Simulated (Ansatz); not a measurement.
Base system: GaN in the wurtzite structure (space group P6_3mc, No. 186; a = 3.152 Å, c = 5.138 Å). Axes: x lies along a and z along c of the hexagonal cell.

Perturbation: a pure shear with ε_xz = ε_zx = 0.0067, atoms relaxed at fixed cell.

Level of theory: plane-wave PAW DFT at the LDA level (Ansatz, a program for electronic structure, 420 eV), without spin-orbit coupling.

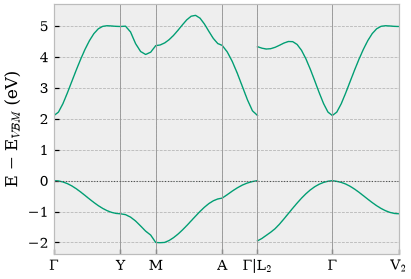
Fig. 1. Highest valence and lowest conduction band along the path of the changed cell's own zone

The gap is 2.11 eV, direct at Γ; the base has 2.13 eV.

The cells carry an imposed strain or load. Stability against distortions was not tested. k-point labels follow each cell's own Brillouin zone.
